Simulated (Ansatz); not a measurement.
## Geometry relaxation of Ge6H8 (part 1 of 2)

- system: Ge6H8 (14 atoms in the cell)
- method: DFT, PBEsol, PAW, plane waves (Ansatz 0.2.0)

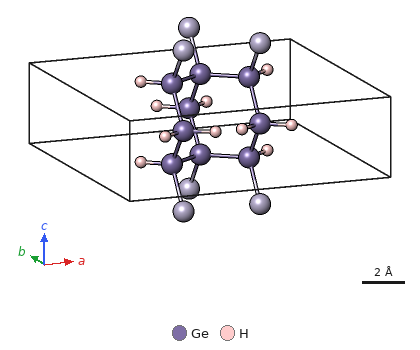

**Figure 1.** The structure as given in the input (ball-and-stick view of the cell of the calculation, with the vacuum cut short, seen slightly off an axis; neighbours outside the cell are drawn fainter).

**Key numbers**

| quantity | value |
| --- | --- |
| outcome | converged |
| electrons treated | 92 |
| free energy | −25644.2123 eV |
| Fermi energy | −2.798 eV |
| largest force (length of the vector) at the end | 0.010 eV/Å |
| hardware | 7 threads of Arm Neoverse-V2, shared host |
| wall time | 81 s (CPU time 7.4 min) |
| peak memory | 2.4 GiB |

**The input**
```yaml
crystal:
  lattice:
    - [13.717872, -13.717872, 0.000000]
    - [0.000000, 0.000000, 19.400000]
    - [-2.837796, -2.837796, 0.000000]
  atoms:
    - { symbol: Ge, position: [0.499932, 0.572723, 0.499296] }
    - { symbol: Ge, position: [0.501644, 0.500340, 0.999835] }
    - { symbol: Ge, position: [0.603734, 0.353073, 0.497099] }
    - { symbol: Ge, position: [0.603453, 0.427517, 0.997034] }
    - { symbol: Ge, position: [0.396967, 0.351844, 0.494073] }
    - { symbol: Ge, position: [0.395383, 0.426323, 0.004668] }
    - { symbol: H, position: [0.432557, 0.620762, 0.505454] }
    - { symbol: H, position: [0.566104, 0.620472, 0.502304] }
    - { symbol: H, position: [0.536250, 0.306327, 0.506670] }
    - { symbol: H, position: [0.670326, 0.307109, 0.500089] }
    - { symbol: H, position: [0.671798, 0.474860, 0.008337] }
    - { symbol: H, position: [0.330045, 0.308122, 0.500588] }
    - { symbol: H, position: [0.464244, 0.304822, 0.507004] }
    - { symbol: H, position: [0.331055, 0.474703, 0.004950] }
kpoints:
  mp_grid: { grid: [1, 1, 8] }
hamiltonian:
  xc: pbesol
scf:
  occupations: { method: fermi_dirac, width: 0.01 }
relax:
  f_tol: 0.03
  max_steps: 80
  escape_saddle: false
  adjacent_minimum: "off"
output:
  forces: true
  eigenvalues: true
  populations: true
```

**The program's output**
```
Pseudopotentials: kind: paw
Functional definition: PBEsol
  exchange = pbesol_x
  correlation = pbesol_c
Crystal: 14 atoms, lattice volume = 1510.427 Å³
Basis set: ecut = 420 eV, 29533 PW (Γ), exchange–correlation on 270×270×54 points (8 copies of the dense FFT grid, shifted against one another)
Bands: 60, of which v1, the nominal top of the filled ones, is band 46 counted from 1 (45 counted from 0)
Symmetry: 1 space group operations
Space group: P1 (ITA 1), of the structure as read, at distance tolerance 1.1e-4 Å
k-points: 5 of 8 (time reversal used)
Non-local potential: Ge, projectors of the file, l = 0: 2, l = 1: 2, l = 2: 3, l = 3: 1
Non-local potential: H, projectors of the file, l = 0: 2, l = 1: 1
PAW form: soft (Blöchl's): semilocal exchange-correlation on the pseudo side does not see the compensation charge
PAW frozen core: Ge, regenerated for the run's functional, and the local potential with it (the file was generated under x = pbe(κ = 0.804, μ = 0.2195149727645171), c = pbe(β = 0.06672455060314922))
PAW one-centre angular grid: Ge, 590 points (default); XC on 64 Gauss nodes
PAW one-centre angular grid: H, 110 points (default); XC on 64 Gauss nodes
Initial density: superposition of atomic densities (neutral atoms: chi_scale 0, normalization atom), corrected by the library's trained network
Initial wavefunctions: pseudopotential atomic-orbital guess
Functional: x = pbesol(κ = 0.804, μ = 0.12345679012345678), c = pbesol(β = 0.046)
SCF iter   1: F=—  HF=-25643.810040 eV  |F-HF|=—  |Δ(HF+E_count)|=         —  Δρ=1.93e-3  dr2=1.01e-1  ethr=1.77e-3  ⟨swp⟩=8.4  Hψ=1358  notcnv=0  defer=6
preconditioner: auto → Resta (q_TF=auto, 1.711 Å⁻¹)  ε∞=1.4  [insulator: Δε(μ)=2.140 eV  Ē_g=9.128 eV  σ=0.010 eV  W_gap=1.00  n_scr=114 (ndim 8)  ℏωp=5.4 eV  f_vac=0.820  D(μ)=0.00/eV (n_scr^D=0)  ε∞_Penn≈1.4  vacuum switching on, ρ_ref=6.0e-3 e/Å³]
SCF iter   2: F=—  HF=-25643.792009 eV  |F-HF|=—  |Δ(HF+E_count)|=   1.80e-2  Δρ=6.33e-4  dr2=1.48e-2  ethr=1.09e-4  ⟨swp⟩=3.2  Hψ=458  notcnv=0  defer=43
SCF iter   3: F=—  HF=-25643.792396 eV  |F-HF|=—  |Δ(HF+E_count)|=   3.87e-4  Δρ=3.06e-4  dr2=2.47e-3  ethr=1.61e-5  ⟨swp⟩=4.2  Hψ=579  notcnv=0  defer=43
SCF iter   4: F=—  HF=-25643.793485 eV  |F-HF|=—  |Δ(HF+E_count)|=   1.09e-3  Δρ=1.55e-4  dr2=5.17e-4  ethr=2.69e-6  ⟨swp⟩=3.0  Hψ=377  notcnv=0  defer=43
SCF iter   5: F=—  HF=-25643.793845 eV  |F-HF|=—  |Δ(HF+E_count)|=   3.60e-4  Δρ=4.64e-5  dr2=5.27e-5  ethr=5.61e-7  ⟨swp⟩=2.0  Hψ=359  notcnv=0  defer=43
SCF iter   6: F=-25643.793895 eV  HF=-25643.793891 eV  |F-HF|=4.47e-6  |Δ(HF+E_count)|=   4.55e-5  Δρ=9.78e-6  dr2=2.11e-6  ethr=2.45e-8  ⟨swp⟩=16.4  Hψ=1626  notcnv=0
SCF 1 converged in 6 iterations: F = -25643.793895 eV  dr2 = 2.11e-6
  greatest PAW one-centre occupation: 0.998 electrons in one spin orbital (limit 2), on the Ge atom at site 4 (counted from 0), in its partial waves of l = 2
relax step   1: F+E_penalty+E_count = -25643.79389516 eV  Δ(F+E_penalty+E_count) = +0.000e0 eV  max|allowed force component| = 7.628e-1 eV/Å  Δτ_max = 0.0000 Å  (6 SCF iters, dr2 threshold 2.25e-5 eV, accepted)
Initial density: handed on by an earlier stage of this run
Initial wavefunctions: those handed on with the density
iter 1 solved again at ethr=2.31e-4 eV; its pass at ethr=3.10e-3 eV (dr2=2.13e-1 eV) is discarded
SCF iter   1: F=—  HF=-25644.170280 eV  |F-HF|=—  |Δ(HF+E_count)|=         —  Δρ=4.64e-3  dr2=2.16e-1  ethr=2.31e-4  ⟨swp⟩=1.0  Hψ=1051  notcnv=0  defer=42
preconditioner: auto → Resta (q_TF=auto, 1.711 Å⁻¹)  ε∞=1.3  [insulator: Δε(μ)=2.307 eV  Ē_g=9.317 eV  σ=0.010 eV  W_gap=1.00  n_scr=114 (ndim 8)  ℏωp=5.4 eV  f_vac=0.823  D(μ)=0.00/eV (n_scr^D=0)  ε∞_Penn≈1.3  vacuum switching on, ρ_ref=6.3e-3 e/Å³]
SCF iter   2: F=—  HF=-25644.121968 eV  |F-HF|=—  |Δ(HF+E_count)|=   4.83e-2  Δρ=2.16e-3  dr2=4.29e-2  ethr=2.31e-4  ⟨swp⟩=3.0  Hψ=362  notcnv=0  defer=42
SCF iter   3: F=—  HF=-25644.120916 eV  |F-HF|=—  |Δ(HF+E_count)|=   1.05e-3  Δρ=6.79e-4  dr2=2.83e-2  ethr=4.66e-5  ⟨swp⟩=3.4  Hψ=482  notcnv=0  defer=42
SCF iter   4: F=—  HF=-25644.114321 eV  |F-HF|=—  |Δ(HF+E_count)|=   6.59e-3  Δρ=1.70e-4  dr2=3.69e-4  ethr=3.08e-5  ⟨swp⟩=3.6  Hψ=372  notcnv=0  defer=42
SCF iter   5: F=—  HF=-25644.114376 eV  |F-HF|=—  |Δ(HF+E_count)|=   5.49e-5  Δρ=4.66e-5  dr2=6.67e-5  ethr=4.01e-7  ⟨swp⟩=2.2  Hψ=512  notcnv=0  defer=42
SCF iter   6: F=-25644.114381 eV  HF=-25644.114381 eV  |F-HF|=4.03e-7  |Δ(HF+E_count)|=   4.56e-6  Δρ=1.58e-5  dr2=7.24e-6  ethr=3.95e-8  ⟨swp⟩=15.8  Hψ=1509  notcnv=0
SCF 2 converged in 6 iterations: F = -25644.114381 eV  dr2 = 7.24e-6
relax step   2: F+E_penalty+E_count = -25644.11438119 eV  Δ(F+E_penalty+E_count) = -3.205e-1 eV  max|allowed force component| = 3.091e-1 eV/Å  Δτ_max = 0.1945 Å  (6 SCF iters, dr2 threshold 3.64e-5 eV, accepted)
SCF iter   1: F=—  HF=-25644.193186 eV  |F-HF|=—  |Δ(HF+E_count)|=         —  Δρ=2.83e-3  dr2=7.90e-2  ethr=8.93e-4  ⟨swp⟩=4.2  Hψ=613  notcnv=0  defer=42
preconditioner: auto → Resta (q_TF=auto, 1.711 Å⁻¹)  ε∞=1.3  [insulator: Δε(μ)=2.283 eV  Ē_g=9.316 eV  σ=0.010 eV  W_gap=1.00  n_scr=114 (ndim 8)  ℏωp=5.4 eV  f_vac=0.822  D(μ)=0.00/eV (n_scr^D=0)  ε∞_Penn≈1.3  vacuum switching on, ρ_ref=6.3e-3 e/Å³]
SCF iter   2: F=—  HF=-25644.176551 eV  |F-HF|=—  |Δ(HF+E_count)|=   1.66e-2  Δρ=1.26e-3  dr2=1.40e-2  ethr=8.59e-5  ⟨swp⟩=3.0  Hψ=447  notcnv=0  defer=42
SCF iter   3: F=—  HF=-25644.175724 eV  |F-HF|=—  |Δ(HF+E_count)|=   8.27e-4  Δρ=4.08e-4  dr2=6.48e-3  ethr=1.52e-5  ⟨swp⟩=3.8  Hψ=394  notcnv=0  defer=42
relax step   3: F+E_penalty+E_count = -25644.17437961 eV  Δ(F+E_penalty+E_count) = -6.000e-2 eV  max|allowed force component| = 1.699e-1 eV/Å  Δτ_max = 0.0974 Å  (8 SCF iters, dr2 threshold 5.97e-6 eV, accepted)
preconditioner: auto → Resta (q_TF=auto, 1.711 Å⁻¹)  ε∞=1.3  [insulator: Δε(μ)=2.281 eV  Ē_g=9.343 eV  σ=0.010 eV  W_gap=1.00  n_scr=114 (ndim 8)  ℏωp=5.4 eV  f_vac=0.822  D(μ)=0.00/eV (n_scr^D=0)  ε∞_Penn≈1.3  vacuum switching on, ρ_ref=6.3e-3 e/Å³]
relax step   4: F+E_penalty+E_count = -25644.19991509 eV  Δ(F+E_penalty+E_count) = -2.554e-2 eV  max|allowed force component| = 9.806e-2 eV/Å  Δτ_max = 0.1002 Å  (8 SCF iters, dr2 threshold 4.74e-6 eV, accepted)
preconditioner: auto → Resta (q_TF=auto, 1.711 Å⁻¹)  ε∞=1.3  [insulator: Δε(μ)=2.280 eV  Ē_g=9.333 eV  σ=0.010 eV  W_gap=1.00  n_scr=114 (ndim 8)  ℏωp=5.4 eV  f_vac=0.821  D(μ)=0.00/eV (n_scr^D=0)  ε∞_Penn≈1.3  vacuum switching on, ρ_ref=6.3e-3 e/Å³]
relax step   5: F+E_penalty+E_count = -25644.20763126 eV  Δ(F+E_penalty+E_count) = -7.716e-3 eV  max|allowed force component| = 7.051e-2 eV/Å  Δτ_max = 0.0713 Å  (6 SCF iters, dr2 threshold 2.91e-6 eV, accepted)
preconditioner: auto → Resta (q_TF=auto, 1.711 Å⁻¹)  ε∞=1.3  [insulator: Δε(μ)=2.296 eV  Ē_g=9.336 eV  σ=0.010 eV  W_gap=1.00  n_scr=114 (ndim 8)  ℏωp=5.4 eV  f_vac=0.821  D(μ)=0.00/eV (n_scr^D=0)  ε∞_Penn≈1.3  vacuum switching on, ρ_ref=6.3e-3 e/Å³]
SCF iter   6: F=-25644.211454 eV  HF=-25644.211454 eV  |F-HF|=3.19e-7  |Δ(HF+E_count)|=   1.55e-6  Δρ=4.41e-6  dr2=9.22e-7  ethr=1.80e-9  ⟨swp⟩=15.4  Hψ=1504  notcnv=0
iter 7 did not close the SCF: its close was put off until two iterations running show no level that it waits for move by more than its bar (scf_convergence_deferred on its scf_iter line)
SCF iter   7: F=-25644.211454 eV  HF=-25644.211454 eV  |F-HF|=9.93e-8  |Δ(HF+E_count)|=   1.12e-7  Δρ=1.45e-6  dr2=4.56e-8  ethr=1.00e-9  ⟨swp⟩=6.6  Hψ=1059  notcnv=0
SCF iter   8: F=-25644.211454 eV  HF=-25644.211454 eV  |F-HF|=2.80e-8  |Δ(HF+E_count)|=   9.07e-8  Δρ=4.70e-7  dr2=2.84e-9  ethr=4.95e-11  ⟨swp⟩=5.2  Hψ=872  notcnv=0
SCF 6 converged in 8 iterations: F = -25644.211454 eV  dr2 = 2.84e-9
relax step   6: F+E_penalty+E_count = -25644.21145421 eV  Δ(F+E_penalty+E_count) = -3.823e-3 eV  max|allowed force component| = 1.637e-2 eV/Å  Δτ_max = 0.0598 Å  (8 SCF iters, dr2 threshold 1.66e-6 eV, accepted)
iter 1 solved again at ethr=3.21e-12 eV; its pass at ethr=3.10e-3 eV (dr2=2.95e-9 eV) is discarded
SCF iter   1: F=—  HF=-25644.211479 eV  |F-HF|=—  |Δ(HF+E_count)|=         —  Δρ=4.88e-7  dr2=2.95e-9  ethr=3.21e-12  ⟨swp⟩=2.0  Hψ=750  notcnv=0
preconditioner: auto → Resta (q_TF=auto, 1.711 Å⁻¹)  ε∞=1.3  [insulator: Δε(μ)=2.294 eV  Ē_g=9.337 eV  σ=0.010 eV  W_gap=1.00  n_scr=114 (ndim 8)  ℏωp=5.4 eV  f_vac=0.821  D(μ)=0.00/eV (n_scr^D=0)  ε∞_Penn≈1.3  vacuum switching on, ρ_ref=6.3e-3 e/Å³]
SCF iter   2: F=-25644.211454 eV  HF=-25644.211454 eV  |F-HF|=1.07e-8  |Δ(HF+E_count)|=   2.43e-5  Δρ=2.55e-7  dr2=8.00e-10  ethr=3.20e-12  ⟨swp⟩=7.0  Hψ=1000  notcnv=0
SCF 7 converged in 2 iterations: F = -25644.211454 eV  dr2 = 8.00e-10
relax step   7: F+E_penalty+E_count = -25644.21145421 eV  Δ(F+E_penalty+E_count) = -6.039e-10 eV  max|allowed force component| = 1.634e-2 eV/Å  Δτ_max = 0.0000 Å  (2 SCF iters, accepted)
SCF iter   1: F=—  HF=-25644.213643 eV  |F-HF|=—  |Δ(HF+E_count)|=         —  Δρ=7.98e-4  dr2=6.14e-3  ethr=6.83e-5  ⟨swp⟩=3.4  Hψ=528  notcnv=0  defer=39
preconditioner: auto → Resta (q_TF=auto, 1.711 Å⁻¹)  ε∞=1.3  [insulator: Δε(μ)=2.294 eV  Ē_g=9.336 eV  σ=0.010 eV  W_gap=1.00  n_scr=114 (ndim 8)  ℏωp=5.4 eV  f_vac=0.821  D(μ)=0.00/eV (n_scr^D=0)  ε∞_Penn≈1.3  vacuum switching on, ρ_ref=6.3e-3 e/Å³]
SCF iter   2: F=—  HF=-25644.212414 eV  |F-HF|=—  |Δ(HF+E_count)|=   1.23e-3  Δρ=3.57e-4  dr2=1.15e-3  ethr=6.68e-6  ⟨swp⟩=3.0  Hψ=447  notcnv=0  defer=39
SCF iter   3: F=—  HF=-25644.212322 eV  |F-HF|=—  |Δ(HF+E_count)|=   9.20e-5  Δρ=1.06e-4  dr2=4.44e-4  ethr=1.25e-6  ⟨swp⟩=2.6  Hψ=370  notcnv=0  defer=39
SCF iter   4: F=—  HF=-25644.212228 eV  |F-HF|=—  |Δ(HF+E_count)|=   9.41e-5  Δρ=1.89e-5  dr2=9.35e-6  ethr=4.82e-7  ⟨swp⟩=2.0  Hψ=316  notcnv=0  defer=39
SCF iter   5: F=—  HF=-25644.212280 eV  |F-HF|=—  |Δ(HF+E_count)|=   5.24e-5  Δρ=6.92e-6  dr2=9.55e-7  ethr=1.02e-8  ⟨swp⟩=2.6  Hψ=442  notcnv=0  defer=39
SCF iter   6: F=—  HF=-25644.212280 eV  |F-HF|=—  |Δ(HF+E_count)|=   4.46e-7  Δρ=2.39e-6  dr2=1.87e-7  ethr=1.04e-9  ⟨swp⟩=2.0  Hψ=426  notcnv=0  defer=39
SCF iter   7: F=-25644.212281 eV  HF=-25644.212281 eV  |F-HF|=1.79e-8  |Δ(HF+E_count)|=   9.66e-8  Δρ=7.82e-7  dr2=2.44e-8  ethr=1.09e-10  ⟨swp⟩=14.0  Hψ=1347  notcnv=0
SCF 8 converged in 7 iterations: F = -25644.212281 eV  dr2 = 2.44e-8
relax step   8: F+E_penalty+E_count = -25644.21228059 eV  Δ(F+E_penalty+E_count) = -8.264e-4 eV  max|allowed force component| = 8.900e-3 eV/Å  Δτ_max = 0.0358 Å  (7 SCF iters, accepted)
```
